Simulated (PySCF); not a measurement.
HfI$_{4}$, SMILES `I[Hf](I)(I)I`.

PySCF calculation, PBE0/def2-TZVP, gas phase; geometry: GFN2-xTB. Core potentials replace the inner electrons of Hf and I; spin–orbit coupling isn't included. This is a single-reference result, which may miss multireference character in this system. No frequency check shows the geometry to be a minimum. A basis without diffuse functions makes polarisabilities too small. GFN2-xTB bond lengths at metals and heavier atoms can be off by up to 0.1 Å and shapes distorted, which carries into these values.

Cartesian coordinates (Å):

```
I1       1.6025   -0.9572   -2.0523
Hf2     -0.0008   -0.0002   -0.0001
I3       1.6027    0.9571    2.0523
I4      -1.6022   -2.0533    0.9567
I5      -1.6020    2.0535   -0.9566
```

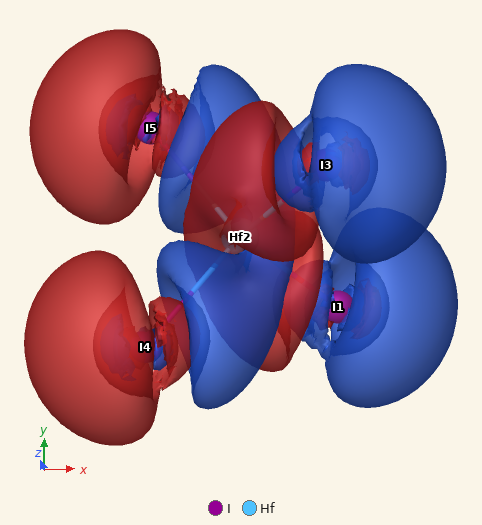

Change of the electron density in a uniform field of 0.21 V/Å, surfaces at ±0.001 e/Å³ (red: gain, blue: loss).

**Along which Cartesian direction does the field point?**

Along +x: electrons gather on the −x side, against the field.

**What dipole is induced, and what polarisability does it imply?**

The induced dipole is 1.89 D (along the field); α along this axis, from the fields in both directions, is 185 bohr³ (27.5 Å³).

**Which atoms gain and lose the most charge?**

Electrons gather most on I4 and I5 alike (Hirshfeld charge changes by −0.029 e) and leave I1 and I3 alike most (+0.029 e); 0.127 electrons are displaced in all.

The PySCF run took 2.8 min on 1 thread of Arm Neoverse V2 (shared host), peak memory 1.5 GiB.
